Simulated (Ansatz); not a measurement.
Potential energy surface of H3, doublet: collinear H-H-H surface. Scanned: first H-H distance and second H-H distance.

Cartesian coordinates as functions of the variables (Å; names that start with a are angles):
```
H  0  0  -r1
H  0  0  0
H  0  0  r2
```

Computed with unrestricted PBE0/cc-pVQZ (Ansatz, an electronic-structure program).

Energy in kcal/mol above the lowest grid point; x is the first H-H distance (Å), y the second H-H distance (Å).

```csv
y \ x,0.63,0.69,0.73,0.82,0.86,0.94,1.04,1.10,1.20,1.37,1.60,1.76,2.15
2.15,7.1,1.4,0.0,1.8,4.1,10.4,20.3,26.8,38.0,56.5,76.7,85.4,95.4
1.77,8.5,2.6,1.1,2.5,4.6,10.6,20.0,26.2,36.6,53.3,70.1,77.4,85.9
1.60,9.8,3.6,2.0,3.0,5.0,10.6,19.4,25.1,34.8,49.6,63.8,69.8,76.7
1.36,12.7,5.9,3.8,3.8,5.3,9.7,16.9,21.5,28.9,39.6,48.8,52.2,55.4
1.21,15.5,8.0,5.5,4.3,5.1,8.3,13.7,17.2,22.6,30.0,35.7,37.6,39.1
1.12,17.8,9.8,6.8,4.6,5.0,7.1,11.2,13.8,17.9,23.2,27.1,28.2,29.0
1,22.1,13.1,9.4,5.5,5.1,5.6,7.6,9.0,11.2,14.0,15.7,16.1,16.2
0.92,26.3,16.4,12.1,6.8,5.8,5.1,5.7,6.3,7.3,8.5,9.0,9.0,8.7
0.86,30.5,19.8,15.1,8.7,7.2,5.5,4.9,4.9,5.1,5.3,5.0,4.7,4.1
0.81,35.0,23.7,18.5,11.1,9.2,6.7,5.2,4.7,4.2,3.5,2.7,2.1,1.3
0.73,45.0,32.6,26.7,17.7,15.1,11.3,8.4,7.2,5.6,3.7,2.0,1.1,0.0
0.67,56.0,42.8,36.2,26.0,22.9,18.1,14.2,12.4,10.2,7.5,5.1,4.0,2.7
0.63,65.7,51.9,45.0,34.0,30.5,25.1,20.5,18.4,15.7,12.5,9.8,8.6,7.1
```

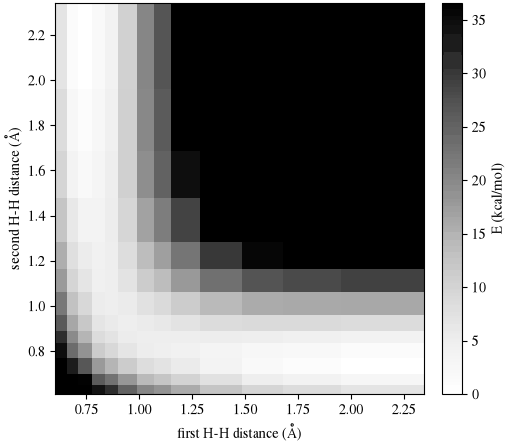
*Energy surface, cut off at 37 kcal/mol.*

Points that lie below all their neighbours on the grid: x = 2.15, y = 0.73 on the edge of the grid (0.0 kcal/mol); x = 0.73, y = 2.15 on the edge of the grid (0.0 kcal/mol). The lowest path on the grid from the first to the second passes x = 0.94, y = 0.92 at 5.1 kcal/mol.
